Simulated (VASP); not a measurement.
Band structure of Tl (space group Im-3m). Method: r2SCAN+rVV10, VASP's PBE PAW potentials (set 64) (plane waves; VASP).

Unless said otherwise, spin-orbit coupling is left out, though it shifts the bands of the heavy elements here.

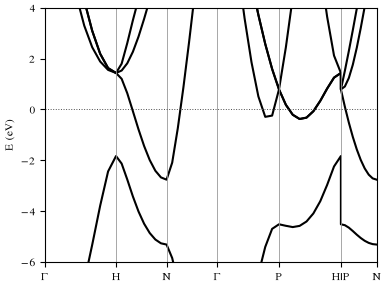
Fig. 1. Bands along high-symmetry lines, zero at the valence-band maximum or, without a gap, the Fermi level

Task: Read the plot: is there a gap, and where are the band edges?

Result: It has no gap at this level: it comes out as a metal or semimetal.

The structure comes from a measured Tl entry (Im-3m) of the Crystallography Open Database, whose conditions weren't checked. It was relaxed first.
